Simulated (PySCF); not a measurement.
**SiO2 (silicon dioxide molecule): levels of theory compared**

Aim: a comparison of 6 runs (B2PLYP/cc-pVTZ, B3LYP/cc-pVTZ, r2SCAN/cc-pVTZ, revPBE/cc-pVTZ, SCS-MP2/cc-pVTZ, CCSD(T)/cc-pVTZ) of SiO2 (silicon dioxide molecule). Input form: a Python script.

Program for the calculation: PySCF 2.14.0.

4 further runs of the same task are left out: 4 set aside as unsound or not needed.

## Step 1: Starting point

SiO2: 3 atoms, total charge 0, spin state singlet. SMILES: `O=[Si]=O`. One bond was lengthened or shortened from a relaxed shape.

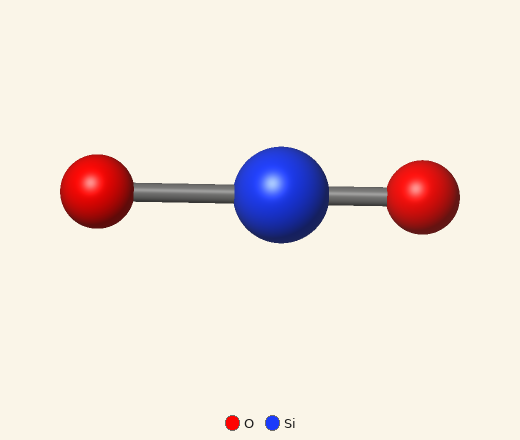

Viewed from a chosen angle; oxygen red, silicon blue.

## Step 2: The energy at B2PLYP/cc-pVTZ (run 1)

job.py reads:

```python
from pyscf import gto, dft, mp

system = gto.Mole()
system.atom = [
    ('O', (0.898801, 1.582314, 0.667897)),
    ('Si', (-0.000730, 0.000440, -0.000160)),
    ('O', (-0.690510, -1.217740, -0.513580)),
]
system.charge = 0
system.verbose = 3
system.basis = 'cc-pvtz'
system.max_memory = 1860
system.build()

myscf = dft.RKS(system, xc='0.53*HF + 0.47*B88, 0.73*LYP')
myscf.grids.level = 5
myscf.conv_tol = 1e-10
myscf.kernel()
if not myscf.converged:
    myscf = myscf.newton().run(myscf.mo_coeff, myscf.mo_occ)

pt = mp.MP2(myscf, frozen=7).run()
etot = myscf.e_tot + 0.27 * pt.e_corr
print('PT2 part  %.8f' % (0.27 * pt.e_corr))
print(f'total energy: {etot:.8f} hartree')
```

Launch:

```
$ OMP_NUM_THREADS=1 python job.py
```

What it wrote:

```text
converged SCF energy = -439.518666778732
E(RMP2) = -440.295658075725  E_corr = -0.776991296992722
E(SCS-RMP2) = -440.270317285606  E_corr = -0.751650506874248
PT2 part  -0.20978765
total energy: -439.72845443 hartree
```

Run time: 9.6 s. Hardware: 1 thread of Arm Neoverse V2, shared host; peak memory 0.45 GiB.

## Step 3: A single-point energy at B3LYP/cc-pVTZ (run 2)

calc.py reads:

```python
from pyscf import gto, dft

mol = gto.M(
    atom='''
O      1.698488     2.990140     1.262142
Si    -0.001380     0.000831    -0.000302
O     -1.304875    -2.301195    -0.970526
''',
    basis='cc-pvtz',
    max_memory=1860,
    charge=0,
    verbose=4,
    unit='bohr',
)

mf = dft.RKS(mol)
mf.xc = 'b3lyp'
mf.conv_tol = 1e-10
mf.grids.level = 5
mf.kernel()
if not mf.converged:
    mf = mf.newton().run(mf.mo_coeff, mf.mo_occ)

energy = mf.e_tot
print('E(%s) = %.9f' % ('B3LYP', energy))
```

Launch:

```
$ OMP_NUM_THREADS=1 python calc.py
```

What it wrote:

```text
PySCF version 2.14.0

[... 75 lines left out ...]
converged SCF energy = -439.946086868217
E(B3LYP) = -439.946086868
```

Run time: 10 s. Hardware: 1 thread of Arm Neoverse V2, shared host; peak memory 0.45 GiB.

Runs 3 to 5 aren't shown in full; the table further down has their settings and results.

## Step 4: The energy at CCSD(T)/cc-pVTZ (run 6)

run.py reads:

```python
from pyscf import gto, cc

mol = gto.Mole()
mol.atom = 'O 0.898801 1.582314 0.667897; Si -0.000730 0.000440 -0.000160; O -0.690510 -1.217740 -0.513580'
mol.verbose = 3
mol.basis = 'cc-pvtz'
mol.max_memory = 1860
mol.build()

mf = mol.RHF()
mf.conv_tol = 1e-10
mf.kernel()
if not mf.converged:
    mf = mf.newton().run(mf.mo_coeff, mf.mo_occ)

mycc = cc.CCSD(mf, frozen=7)
mycc.kernel()
e_t = mycc.ccsd_t()
e_tot = mycc.e_tot + e_t
print('E(%s) = %.9f' % ('CCSD(T)', e_tot))
```

Launch:

```
$ OMP_NUM_THREADS=1 python run.py
```

What it wrote:

```text
converged SCF energy = -438.611716851826
E(CCSD) = -439.203112769979  E_corr = -0.5913959181527687
CCSD(T) correction = -0.0349880170167713
E(CCSD(T)) = -439.238100787
```

Wall time 24 s (1 thread of Arm Neoverse V2, shared host); peak memory 0.5 GiB.

## Step 5: All runs side by side

| run | level | frozen core orbitals | integration grid | energy (Eh) | dipole moment (D) of the reference | HOMO energy (eV) | LUMO energy (eV) | wall time |
| --- | --- | --- | --- | --- | --- | --- | --- | --- |
| 1 | B2PLYP/cc-pVTZ | 7 | 5 | -439.728454 | 0.74 | -10.45 | -2.90 | 9.6 s |
| 2 | B3LYP/cc-pVTZ | – | 5 | -439.946087 | 0.89 | -8.54 | -4.63 | 10 s |
| 3 | r2SCAN/cc-pVTZ | – | 5 | -439.833568 | 0.97 | -7.57 | -5.21 | 21 s |
| 4 | revPBE/cc-pVTZ | – | 5 | -439.838399 | 0.95 | -7.14 | -5.24 | 9.9 s |
| 5 | SCS-MP2/cc-pVTZ | 7 | – | -439.189406 | 0.37 | -13.44 | -0.28 | 1.8 s |
| 6 | CCSD(T)/cc-pVTZ | 7 | – | -439.238101 | 0.37 | -13.44 | -0.28 | 24 s |

## Step 6: Summary of results

| quantity | value |
| --- | --- |
| run 6: total energy | -439.23810 Eh |
| run 6: dipole moment (Hartree–Fock density) | 0.37 D |
| run 6: HOMO energy (Hartree–Fock orbitals) | -13.44 eV |
| run 6: LUMO energy (Hartree–Fock orbitals) | -0.28 eV |
| run 6: HOMO–LUMO gap (Hartree–Fock orbitals) | 13.16 eV |
| run 6: correlation energy (7 core orbitals frozen) | -626.4 mEh |
| run 6: (T) correction | -34.99 mEh |
| run 6: T1 diagnostic | 0.046 |

**Reading.** Over runs 1, 2, 3, 4 the dipole moment (its size) runs from 0.74 D (B2PLYP/cc-pVTZ) to 0.97 D (r2SCAN/cc-pVTZ). A double hybrid's value is that of its SCF part. Over runs 1, 2, 3, 4 the HOMO–LUMO gap runs from 1.90 eV (revPBE/cc-pVTZ) to 7.56 eV (B2PLYP/cc-pVTZ). Totals of different functionals can't be ranked against each other. In run 6 the T1 diagnostic is large, so a single reference may not serve. All runs together took 77 s, the longest 24 s.
